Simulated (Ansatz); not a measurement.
# Ligand exchange: SiH2(SiH3)Br + C2H7N → SiH2(NH2)(SiH3) + C2H5Br

Species: SiH2(SiH3)Br, singlet; C2H7N (ethanamine) `CCN`, singlet; SiH2(NH2)(SiH3), singlet; C2H5Br (bromoethane) `CCBr`, singlet. The partners trade Br for NH2: Si–Br and C–NH2 bonds give way to Si–NH2 and C–Br.

Shapes, held fixed at every level: PBE0-D4/def2-TZVP. Flexible molecules stand in one conformer, not always the lowest. Programs: Ansatz 0.2.0. Electronic energies: no zero-point or thermal term.

```tsv
level	kind	ΔE (kJ/mol)	less CCSD(T)/def2-TZVPP
HF/def2-SVP	Hartree–Fock	+45.5	+20.5
BHLYP-D4/def2-TZVPP	global hybrid	+28.6	+3.6
PBE0-D4/def2-TZVPP	global hybrid	+32.3	+7.3
B2PLYP/def2-TZVPP	double hybrid	+24.7	-0.3
MP2/def2-SVP	perturbation theory	+43.2	+18.2
CCSD(T)/def2-SVP	coupled cluster or CI	+45.0	+20.0
CCSD/def2-SVP	coupled cluster or CI	+45.7	+20.7
CCSD(T)/def2-TZVPP	coupled cluster or CI	+25.0	0.0
```

The highest level, CCSD(T)/def2-TZVPP, gives ΔE = +25.0 kJ/mol; the levels span +24.7 to +45.7. The column of differences is taken from that level and isn't an error. No measured value is set beside it here. Relativity is left out for Br. Outer-core shells of Br are correlated, in sets that cover them unevenly.

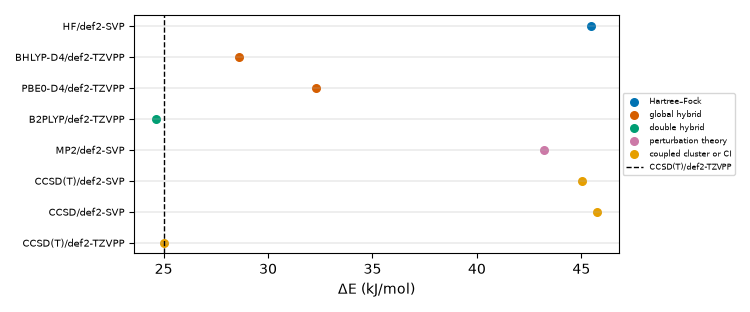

The values of the table, level by level.
